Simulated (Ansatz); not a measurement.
# HfO2 monolayer (1T): phonons and vibrational spectra, part 2 of 2

How does HfO2 monolayer (1T) vibrate, and is this structure a minimum?

Ansatz 0.2.0; DFT LDA, scalar-relativistic, plane waves, PAW.

So far. Step 4 (Tight relaxation): The largest force component left is 0.54 meV/Å, within the tolerances set. Step 5 (Linear response at the zone centre): Before it was imposed, the acoustic sum rule was missed by 1.5e-4 eV/Å² and the charge sum rule by 5.5e-5 e. Small misses are needed for a sound result but don't prove that mesh and cutoff are converged. The lowest optical mode is real, 292 cm⁻¹.

## (6) The dispersion

Stability and thermal properties need the whole zone. Linear response on a 6×6×1 q mesh gives force constants as far as a supercell of that size would, and the tensors from the zone-centre run are typed in so that the long-range dipole term is interpolated apart.

Input file input.yaml:

```yaml
crystal:
  lattice:
    - [3.195681106, 0.0, 0.0]
    - [-1.597840553, 2.7675410202, 0.0]
    - [0.0, 0.0, 28.308]
  atoms:
    - { symbol: Hf, position: [0.0, 0.0, 0.3532570298] }
    - { symbol: O, position: [0.3333333333, 0.6666666667, 0.386969607] }
    - { symbol: O, position: [0.6666666667, 0.3333333333, 0.3195444526] }
  periodic: [true, true, false]
kpoints:
  mp_grid: { grid: [12, 12, 1] }
hamiltonian:
  xc: lda
scf:
  occupations: { method: fixed }
output:
  eigenvalues: true
phonons:
  method: dfpt
  qmesh: [6, 6, 1]
  temperatures: { t_max: 1000, t_step: 50 }
  qpath:
    path:
      - [0.0, 0.0, 0.0]
      - [0.5, 0.0, 0.0]
      - [0.33333333, 0.33333333, 0.0]
      - [0.0, 0.0, 0.0]
    npoints: 10
  isolated: true
  non_analytic_term:
    high_frequency_dielectric_tensor: [[1.6279, 0.0, 0.0], [0.0, 1.6279, 0.0], [0.0, 0.0, 1.1037]]
    born_effective_charges:
      - { species: Hf, tensor: [[6.1535, 0.0, 0.0], [0.0, 6.1535, 0.0], [0.0, 0.0, 0.9026]] }
      - { species: O, tensor: [[-3.0767, 0.0, 0.0], [0.0, -3.0767, 0.0], [0.0, 0.0, -0.4513]] }
      - { species: O, tensor: [[-3.0767, 0.0, 0.0], [0.0, -3.0767, 0.0], [0.0, 0.0, -0.4513]] }
    source: "zone-centre run at this cell"
```

Started as:

```bash
$ ansatz run input.yaml --threads 4 --pin off --max-ram 14336MiB --backend cpu --events-out ev --progress --plain --runs-dir out
```

Numbers of over 12 decimals in the logs are rounded to 6 here.

Log:

```text
Warning: phonons: the dynamical matrix that this run interpolates holds no multipole term above the dipole-dipole one, and a site of this crystal is no centre of inversion, so its interpolated transverse optical and acoustic branches and sound speeds can stay off near Gamma, and the density of states and the thermodynamics with them. What a run solves at a wave vector of phonons.qpoints, Gamma apart, where the deck admits one, is free of this, and under fd what a larger phonons.supercell samples
[...]
Crystal: 3 atoms, lattice volume = 250.361 Å³
Basis set: ecut = 420 eV, 4931 PW (Γ), exchange–correlation on 48×48×384 points (8 copies of the dense FFT grid, shifted against one another)
Bands: 23, of which v1, the nominal top of the filled ones, is band 19 counted from 1 (18 counted from 0)
Symmetry: 12 space group operations
k-points: 19 of 144 (irreducible under 6 space group operations, time reversal used)
[...]
SCF iter   1: F=—  HF=-16592.174070 eV  |F-HF|=—  |Δ(HF+E_count)|=         —  Δρ=8.08e-3  dr2=1.68e-1  ethr=1.77e-3  ⟨swp⟩=6.7  Hψ=2440  notcnv=0  defer=37
[...]
SCF iter  10: F=-16592.135020 eV  HF=-16592.135020 eV  |F-HF|=1.38e-10  |Δ(HF+E_count)|=  3.64e-11  Δρ=2.44e-8  dr2=1.28e-12  ethr=1.00e-12  ⟨swp⟩=23.2  Hψ=4466  notcnv=0
SCF 1 converged in 10 iterations: F = -16592.135020 eV  dr2 = 1.28e-12
[...]
NSCF: frozen V_eff on 19 k-points
[...]
DFPT response loops at q = (0, 0, 0) (fractional): preconditioner auto → none (the input reference at scf.mixing.eps_inf says where Resta's filter doesn't serve); β = 0.50; Broyden in place of MSR1
[...]
SCF converged after 10 iterations
Free energy (F): -16592.135020 eV
[...]
Internal energy: -16592.135020 eV  (E = F + TS)
E sigma→0 (E₀):  -16592.135020 eV
Fermi energy:    -8.195794 eV
[...]
--- Band table (eV; the first three rows and the last of 19) ---
  k-point 0: bands = [... 15 lower, -11.6142, -8.8860, -8.3785, -8.3785, -3.0155, -3.0155, -2.5386, -0.5969]
  k-point 1: bands = [... 15 lower, -11.5236, -8.8229, -8.6509, -8.4906, -3.0205, -2.8352, -2.3256, -0.5396]
  k-point 2: bands = [... 15 lower, -11.2880, -9.4336, -8.7533, -8.4900, -3.0756, -2.3791, -1.8966, -0.4137]
  k-point 18: bands = [... 15 lower, -11.1982, -9.3616, -9.3616, -8.8302, -3.1328, -1.6525, -1.6525, 2.3334]
--- Phonons (Γ-DFPT): 6 representative perturbations + reference (Σ response iterations 24) ---
  ASR residual: 3.896e-5 → 0.000e0 eV/Å²; symmetrization residual: 4.302e-6 eV/Å²
[...]
ASR residual per site (eV/Å²): 3.90e-5 1.36e-5 3.32e-5
  Γ frequencies (cm⁻¹): 0.00 0.00 0.00 292.17 292.17 538.07 538.07 541.08 561.46
--- Phonons (arbitrary-q DFPT): 7 irreducible q on the 6×6×1 mesh ---
  q = [0.0000, 0.0000, 0.0000] (star 1, of the zone-centre solve; hermiticity 2.95e-7, symmetrization 2.47e-13, taken by the last average 5.25e-7): -0.00 0.00 0.00 292.17 292.17 538.07 538.07 541.08 561.46
  q = [0.0000, 0.1667, 0.0000] (star 6, 9 solved perturbations on 78 of 144 k-point pairs; hermiticity 1.98e-7, symmetrization 1.72e-11, taken by the last average 3.23e-7): 17.60 73.39 127.62 323.94 459.08 525.06 528.09 546.36 629.20
[...]
q = [0.1667, 0.1667, 0.0000] (star 6, 6 solved perturbations in 666 linear systems a pass and spin channel, the states on 144 of 144 k-point pairs; hermiticity 1.84e-7, symmetrization 1.51e-11, taken by the last average 3.50e-7): 42.62 114.97 195.19 369.19 395.70 492.80 519.97 532.79 645.18
[...]
sum rule: each row above includes the acoustic sum rule's correction from the zone centre's row sums; it moved no ω² by more than (0.75 cm⁻¹)²
  mesh force constants: q→R imaginary residual 1.23e-16; ASR residual 3.896e-5 → 0.000e0 eV/Å²; symmetrization residual 1.421e-14 eV/Å²
  interpolated dispersion: 31 rows × 9 modes
  density of states and harmonic sums: on the 24×24×1 q-mesh, interpolated from the force constants of a 6×6×1 supercell (with the dipole–dipole term of supplied tensors)
  largest difference from the sums on the solved wave vectors: F 2.51e-2 eV, S 3.19e-5 and C_V 6.67e-6 eV/K
  zero-point energy: 0.204748 eV/cell   skipped modes (ω ≤ 0): 3   left out of the sums: 5.79e-4 of the cell's modes: C_V's classical limit lies that fraction below 3 k_B per atom; for a crystal, a wire or a layer, F and S can be off by more, and a phonons.interpolated_qmesh denser along its periods is the remedy for the sampling
```

The job ended after 8 min (4 threads of AMD EPYC 7R13 (Zen 3), shared host; peak memory 2 GiB; 31 min of CPU time).

This step gave:

```
sum-rule residual before enforcement                       : 3.90e-5 eV/Å²
lowest frequency on the path                               : 0 cm⁻¹
highest frequency on the path or at a solved wavevector    : 655.6 cm⁻¹
mean frequency                                             : 366.5 cm⁻¹
lowest mode on the q mesh (acoustic modes at Γ apart)      : 17.6 cm⁻¹
zero-point energy per atom                                 : 68.25 meV
heat capacity at 300 K                                     : 18.70 J/(mol atoms K)
vibrational entropy at 300 K                               : 21.05 J/(mol atoms K)
edges of the widest gap between branches, on path and mesh : 231.2, 292.2 cm⁻¹
```

Frequencies (cm⁻¹) solved at each irreducible wavevector; negative means imaginary. Frequencies by wavevector, by row:

| q in reciprocal lattice units | star | mode 1 | mode 2 | mode 3 | mode 4 | mode 5 | mode 6 | mode 7 | mode 8 | mode 9 |
| --- | --- | --- | --- | --- | --- | --- | --- | --- | --- | --- |
| 0 0 0 | 1 | 0 | 0 | 0 | 292.2 | 292.2 | 538.1 | 538.1 | 541.1 | 561.5 |
| 0 0.1667 0 | 6 | 17.6 | 73.4 | 127.6 | 323.9 | 459.1 | 525.1 | 528.1 | 546.4 | 629.2 |
| 0 0.3333 0 | 6 | 50.3 | 110.7 | 210.9 | 388.4 | 388.6 | 487.8 | 493.4 | 527.6 | 651.5 |
| 0 -0.5 0 | 3 | 57 | 121 | 224.8 | 398.5 | 435.8 | 452 | 460.3 | 514.6 | 655.6 |
| 0.1667 0.1667 0 | 6 | 42.6 | 115 | 195.2 | 369.2 | 395.7 | 492.8 | 520 | 532.8 | 645.2 |
| 0.1667 0.3333 0 | 12 | 55.7 | 151.1 | 229.2 | 372.5 | 409.9 | 453.3 | 500.9 | 520.1 | 649.7 |
| 0.3333 0.3333 0 | 2 | 52.4 | 212.4 | 212.4 | 362.6 | 419.7 | 419.7 | 518.7 | 518.7 | 645.4 |

Interpolated from a 6×6×1 q mesh, with the LO-TO term (at Γ the limit along the path; where Γ stands inside the path, tables give the limit on arrival). The phonon branches at the labelled points (cm⁻¹):

| point | branch 1 | branch 2 | branch 3 | branch 4 | branch 5 | branch 6 | branch 7 | branch 8 | branch 9 |
| --- | --- | --- | --- | --- | --- | --- | --- | --- | --- |
| Γ | 0 | 0 | 0 | 292 | 292 | 538 | 538 | 541 | 562 |
| M | 57 | 121 | 225 | 398 | 436 | 452 | 460 | 515 | 656 |
| K | 52 | 212 | 212 | 363 | 420 | 420 | 519 | 519 | 645 |
| Γ | 0 | 0 | 0 | 292 | 292 | 538 | 538 | 541 | 562 |

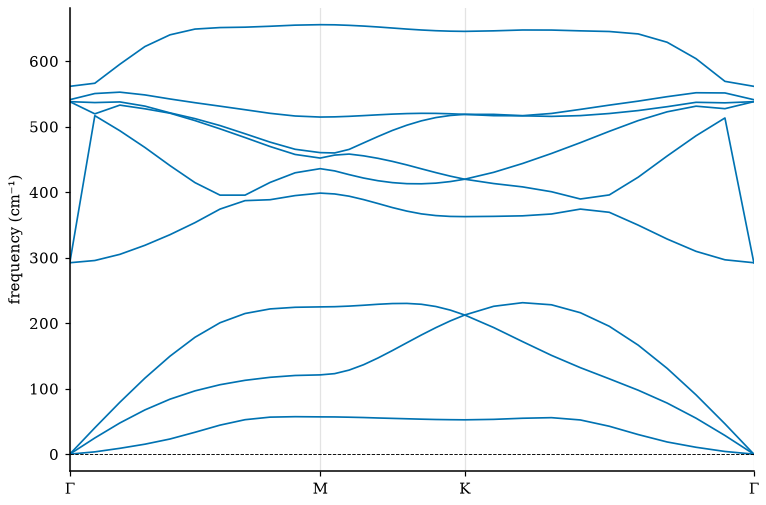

Phonon branches along the path.

Tetrahedra on a 24×24×1 mesh, mean over bins of 10 cm-1. Interpolated from a 6×6×1 q mesh. Table of phonon density of states by wavenumber; read off at these points:

| wavenumber (cm⁻¹) | phonon density of states (1/cm⁻¹/cell) |
| --- | --- |
| 5 | 0.00448 |
| 45 | 0.014 |
| 55 | 0.0627 |
| 85 | 0.00564 |
| 115 | 0.0150 |
| 155 | 0.00857 |
| 195 | 0.0071 |
| 225 | 0.0425 |
| 235 | 0.00661 |
| 275 | 0 |
| 315 | 0.00327 |
| 345 | 0.00442 |
| 385 | 0.0217 |
| 415 | 0.0277 |
| 425 | 0.0127 |
| 465 | 0.0197 |
| 505 | 0.0269 |
| 515 | 0.0695 |
| 545 | 0.0119 |
| 575 | 9.8e-4 |
| 615 | 0.00203 |
| 645 | 0.0513 |
| 655 | 0.0327 |

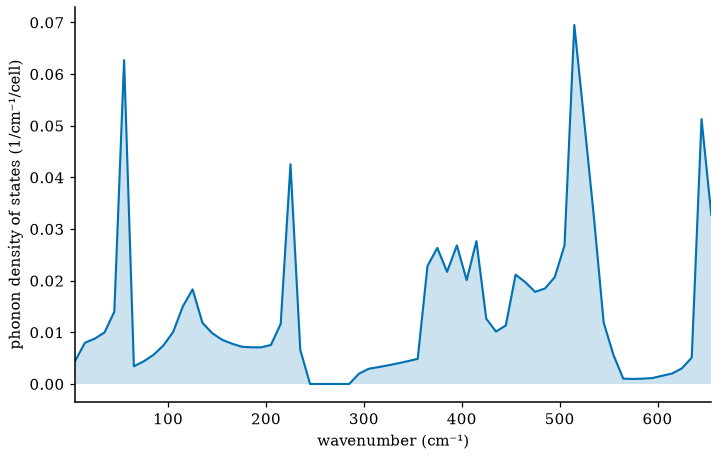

Phonon density of states against wavenumber.

The partial phonon density of states has structure finer than the step of the table below, so its rows give means over 25 cm⁻¹, whole bins alone (the curve runs from -10 to 701 cm⁻¹). Peaks (cm⁻¹: height): Hf 52.6: 0.0443, 124.2: 0.0166, 227.1: 0.0273; O 410.5: 0.0250, 517.8: 0.0704, 652.0: 0.0397.

Phonopy on the run's constants, 21x21x1 mesh, Gaussian sigma 5.1 cm-1. Interpolated from a 6×6×1 q mesh. The partial phonon density of states by wavenumber; means over each step; values in 1/cm⁻¹/cell:

| wavenumber (cm⁻¹) | Hf | O |
| --- | --- | --- |
| 25 | 0.00721 | 0.00117 |
| 50 | 0.0278 | 0.00201 |
| 75 | 0.00627 | 5.3e-4 |
| 100 | 0.00865 | 5.2e-4 |
| 125 | 0.0144 | 5.3e-4 |
| 150 | 0.00923 | 4.8e-4 |
| 175 | 0.00679 | 5.4e-4 |
| 200 | 0.00714 | 8.7e-4 |
| 225 | 0.0184 | 0.00325 |
| 250 | 9.4e-4 | 1.5e-4 |
| 275 | 1.0e-5 | 5.8e-5 |
| 300 | 2.3e-4 | 0.00154 |
| 325 | 3.6e-4 | 0.00370 |
| 350 | 4.9e-4 | 0.00772 |
| 375 | 0.00227 | 0.0210 |
| 400 | 0.00193 | 0.0218 |
| 425 | 6.5e-4 | 0.0152 |
| 450 | 8.7e-4 | 0.0164 |
| 475 | 7.3e-4 | 0.0175 |
| 500 | 6.8e-4 | 0.0258 |
| 525 | 9.6e-4 | 0.0496 |
| 550 | 2.3e-4 | 0.0112 |
| 575 | 4.3e-5 | 0.00168 |
| 600 | 4.3e-5 | 5.6e-4 |
| 625 | 1.7e-4 | 0.00369 |
| 650 | 6.6e-4 | 0.0285 |
| 675 | 1.9e-4 | 0.00336 |

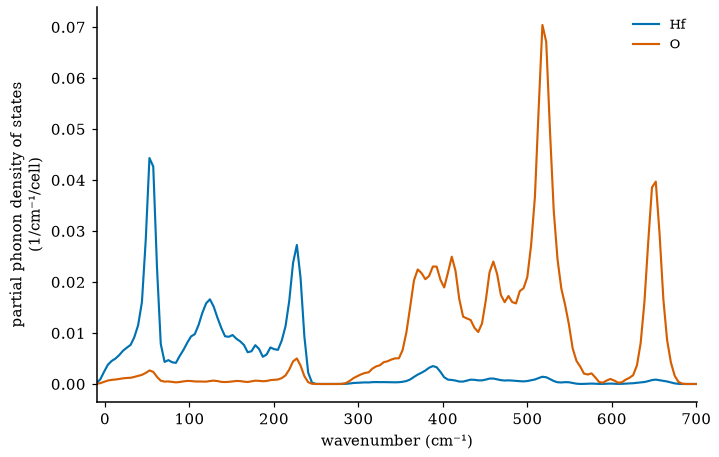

Partial phonon density of states, plotted against wavenumber.

Harmonic thermodynamic functions per atom, from the density of states. Interpolated from a 6×6×1 q mesh. Thermodynamic functions, by row:

| T (K) | F_vib (meV/atom) | S (J/mol-atom/K) | C_V (J/mol-atom/K) |
| --- | --- | --- | --- |
| 0 | 68.25 | 0 | 0 |
| 100 | 64.83 | 7.047 | 7.28 |
| 200 | 53.75 | 14.32 | 14.31 |
| 300 | 35.34 | 21.05 | 18.7 |
| 400 | 10.47 | 26.78 | 21 |
| 500 | -19.86 | 31.62 | 22.27 |
| 600 | -54.83 | 35.75 | 23.02 |
| 700 | -93.78 | 39.34 | 23.5 |
| 800 | -136.2 | 42.5 | 23.82 |
| 900 | -181.8 | 45.32 | 24.05 |
| 1000 | -230.1 | 47.86 | 24.21 |

Symmetry leaves 7 wavevectors to solve. The lowest mode among them, the acoustic zeros apart, lies at q = (0, 0.167, 0) and is real, 17.6 cm⁻¹.

## (7) Another isotope, element Hf, natural mass 178.486 amu

An isotope changes the mass and not the force constants, so no new electronic calculation is needed; the shifts show which modes move this element.

The same force constants with the mass of Hf changed from 178.486 to 173.940 u (phonopy, no LO-TO term). Both lists are sorted by frequency; levels can cross, so a row need not hold one and the same mode. Modes under 3 cm⁻¹ are left out. Isotope shifts, by row:

| q | rank | natural mass (cm⁻¹) | changed mass (cm⁻¹) |
| --- | --- | --- | --- |
| 0 0 0 | 4 | 292.2 | 292.8 |
| 0 0 0 | 5 | 292.2 | 292.8 |
| 0 0 0 | 6 | 538.1 | 538.1 |
| 0 0 0 | 7 | 538.1 | 538.1 |
| 0 0 0 | 8 | 541.1 | 542.1 |
| 0 0 0 | 9 | 561.5 | 561.5 |
| 0 0.1667 0 | 1 | 17.6 | 17.79 |
| 0 0.1667 0 | 2 | 73.4 | 74.27 |
| 0 0.1667 0 | 3 | 127.6 | 129.1 |
| 0 0.1667 0 | 4 | 323.9 | 324.3 |
| 0 0.1667 0 | 5 | 459.1 | 459.8 |
| 0 0.1667 0 | 6 | 525.1 | 525.1 |
| 0 0.1667 0 | 7 | 528.1 | 528.4 |
| 0 0.1667 0 | 8 | 546.4 | 546.5 |
| 0 0.1667 0 | 9 | 629.2 | 629.9 |
| 0 0.3333 0 | 1 | 50.26 | 50.85 |
| 0 0.3333 0 | 2 | 110.7 | 112.1 |
| 0 0.3333 0 | 3 | 210.9 | 213.3 |
| 0 0.3333 0 | 4 | 388.4 | 388.5 |
| 0 0.3333 0 | 5 | 388.6 | 389.3 |
| 0 0.3333 0 | 6 | 487.8 | 488.1 |
| 0 0.3333 0 | 7 | 493.4 | 493.4 |
| 0 0.3333 0 | 8 | 527.6 | 527.7 |
| 0 0.3333 0 | 9 | 651.5 | 651.8 |
| 0 -0.5 0 | 1 | 56.95 | 57.66 |
| 0 -0.5 0 | 2 | 121 | 122.5 |
| 0 -0.5 0 | 3 | 224.8 | 227 |
| 0 -0.5 0 | 4 | 398.5 | 399.9 |
| 0 -0.5 0 | 5 | 435.8 | 435.8 |
| 0 -0.5 0 | 6 | 452 | 452 |
| 0 -0.5 0 | 7 | 460.3 | 460.3 |
| 0 -0.5 0 | 8 | 514.6 | 514.7 |
| 0 -0.5 0 | 9 | 655.6 | 655.6 |

A mode of this element alone would shift by +1.30 %. The highest zone-centre frequency without the field goes from 561.5 to 561.5 cm⁻¹ (+0.0 %). The product of the frequency ratios over all optical modes at Γ is 1.006; the product rule, (m/m′)^(3k/2) (M′/M)^(3/2) with k = 1 such atoms and M the mass of the cell, gives 1.006.

## (8) Isotope substitution, element O, natural mass 15.999 amu

The same for O, from 16.00 to 18.00 u.

The same force constants with the mass of O changed from 15.999 to 17.999 u (phonopy, no LO-TO term). Both lists are sorted by frequency; levels can cross, so a row need not hold one and the same mode. Modes under 3 cm⁻¹ are left out. Isotope shifts, by row:

| q | rank | natural mass (cm⁻¹) | changed mass (cm⁻¹) |
| --- | --- | --- | --- |
| 0 0 0 | 4 | 292.2 | 278.1 |
| 0 0 0 | 5 | 292.2 | 278.1 |
| 0 0 0 | 6 | 538.1 | 507.3 |
| 0 0 0 | 7 | 538.1 | 507.3 |
| 0 0 0 | 8 | 541.1 | 515 |
| 0 0 0 | 9 | 561.5 | 529.3 |
| 0 0.1667 0 | 1 | 17.6 | 17.44 |
| 0 0.1667 0 | 2 | 73.4 | 73.01 |
| 0 0.1667 0 | 3 | 127.6 | 126.5 |
| 0 0.1667 0 | 4 | 323.9 | 307 |
| 0 0.1667 0 | 5 | 459.1 | 436.2 |
| 0 0.1667 0 | 6 | 525.1 | 495 |
| 0 0.1667 0 | 7 | 528.1 | 499.4 |
| 0 0.1667 0 | 8 | 546.4 | 515.8 |
| 0 0.1667 0 | 9 | 629.2 | 596.5 |
| 0 0.3333 0 | 1 | 50.26 | 49.96 |
| 0 0.3333 0 | 2 | 110.7 | 110.5 |
| 0 0.3333 0 | 3 | 210.9 | 209 |
| 0 0.3333 0 | 4 | 388.4 | 366.8 |
| 0 0.3333 0 | 5 | 388.6 | 369.5 |
| 0 0.3333 0 | 6 | 487.8 | 461.6 |
| 0 0.3333 0 | 7 | 493.4 | 465.2 |
| 0 0.3333 0 | 8 | 527.6 | 497.8 |
| 0 0.3333 0 | 9 | 651.5 | 615.5 |
| 0 -0.5 0 | 1 | 56.95 | 56.81 |
| 0 -0.5 0 | 2 | 121 | 120.9 |
| 0 -0.5 0 | 3 | 224.8 | 221.2 |
| 0 -0.5 0 | 4 | 398.5 | 382.2 |
| 0 -0.5 0 | 5 | 435.8 | 411.1 |
| 0 -0.5 0 | 6 | 452 | 426.2 |
| 0 -0.5 0 | 7 | 460.3 | 434 |
| 0 -0.5 0 | 8 | 514.6 | 485.8 |
| 0 -0.5 0 | 9 | 655.6 | 618.1 |

A mode of this element alone would shift by -5.72 %. The highest zone-centre frequency without the field goes from 561.5 to 529.3 cm⁻¹ (-5.7 %). The product of the frequency ratios over all optical modes at Γ is 0.722; the product rule, (m/m′)^(3k/2) (M′/M)^(3/2) with k = 2 such atoms and M the mass of the cell, gives 0.722.

## (9) Summary of results

| Item | Value |
| --- | --- |
| space group after relaxation (within 0.01 Å) | P-3m1 |
| area per atom | 2.95 Å² |
| gap on the k-mesh | 4.88 eV |
| highest optical mode at the zone centre (no LO-TO term) | 561 cm⁻¹ |
| lowest optical zone-centre mode | 292 cm⁻¹ |
| largest Born charge (third of the trace) | 4.40 e |
| lowest mode on the q mesh (acoustic modes at Γ apart) | 17.6 cm⁻¹ |
| highest frequency on the path or at a solved wavevector | 656 cm⁻¹ |
| zero-point energy per atom | 68.2 meV |
| heat capacity at 300 K | 18.7 J/(mol atoms K) |
| vibrational entropy at 300 K | 21.1 J/(mol atoms K) |
| imaginary modes on the 6×6×1 q mesh | none |

What this shows: The structure is a minimum as far as tested: no mode is imaginary at the 7 irreducible wavevectors of the 6×6×1 mesh, and the softest away from the acoustic zeros lies at 18 cm⁻¹. Without the field, the optical modes at Γ span 292 to 561 cm⁻¹. The highest mode in this list at Γ, 561.5 cm⁻¹, is mostly motion of O (100 % of the kinetic energy). The strongest infrared line is at 292 cm⁻¹. Averaged over orientations, the strongest Raman line at 532 nm and 300 K is at 538 cm⁻¹. On the path and the mesh, the widest gap between branches runs from 231 to 292 cm⁻¹. In a sheet or slab the interpolated bending branch near Γ is rough, since the rotational sum rule isn't imposed. Dielectric tensors refer to the cell with its vacuum. Spin-orbit coupling is left out, which can matter for the heavy elements here. The starting cell was built on a prototype and not taken from a measurement. These are harmonic frequencies at zero temperature: anharmonic shifts, linewidths and thermal expansion are left out.

[Logs are printed without paths, hosts, clocks, repeated set-up lines and the standing remarks that a program may print on its own settings, such as how far it seeks lower states.]

[Hosts, paths, dates, database ids (printed as entryN), source tags and the programs' standing remarks are cut or masked in the printed files.]
